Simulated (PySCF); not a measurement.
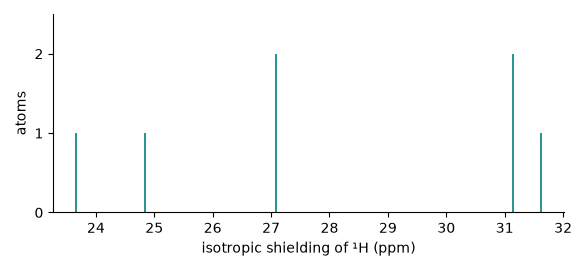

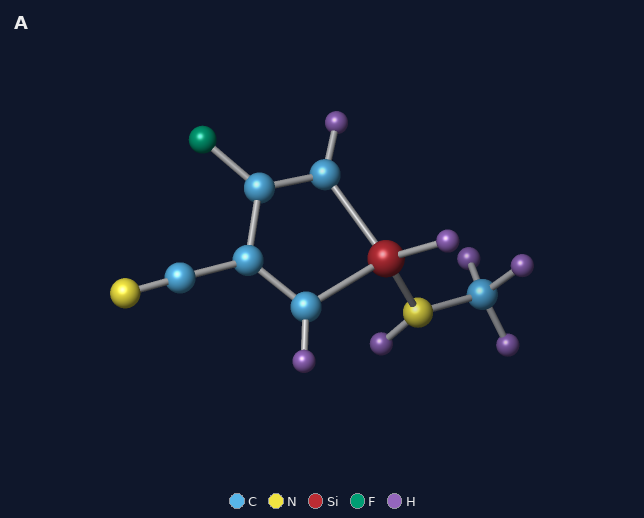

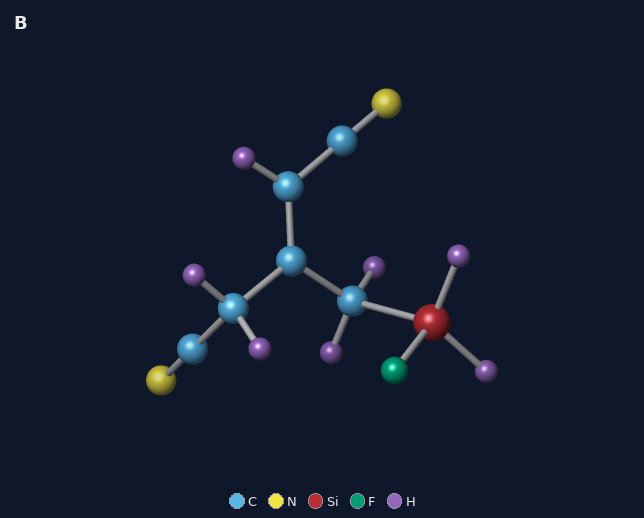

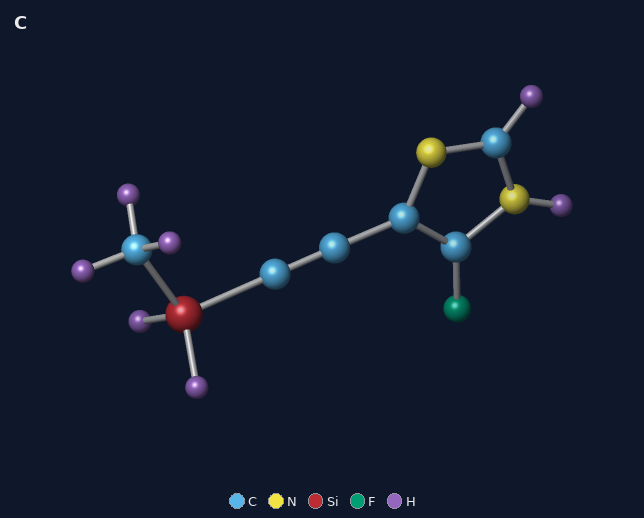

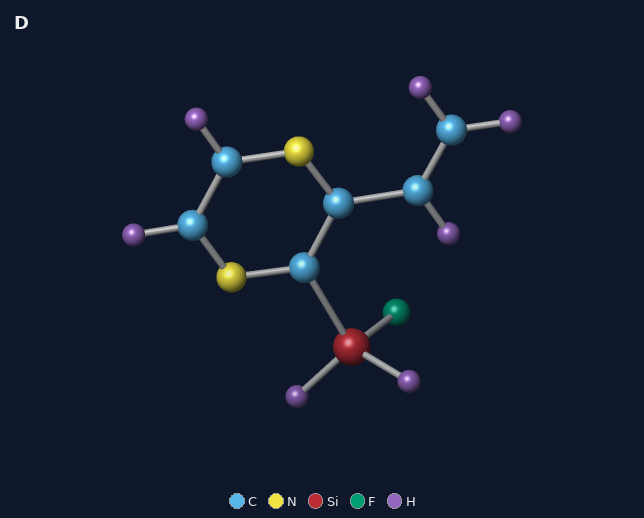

The sticks are computed shieldings of one of the molecules, for one fixed geometry (GFN2-xTB) without averaging over rotations. Low shielding means a high chemical shift. Method: GIAO PBE0/pcSseg-1 NMR shielding, non-relativistic, gas phase (PySCF 2.14.0).

> Match the spectrum to a structure.

C, `C[SiH2]C#Cc1nc[nH]c1F`. Its 7 H atoms give lines at 23.67, 24.84, 27.08 (2 atoms), 31.15 (2 atoms), 31.61 ppm.

The geometry is semi-empirical. Around Si such bond lengths and angles can be off by a tenth of an ångström or more and by several degrees, and values that hang on the shape move with them.
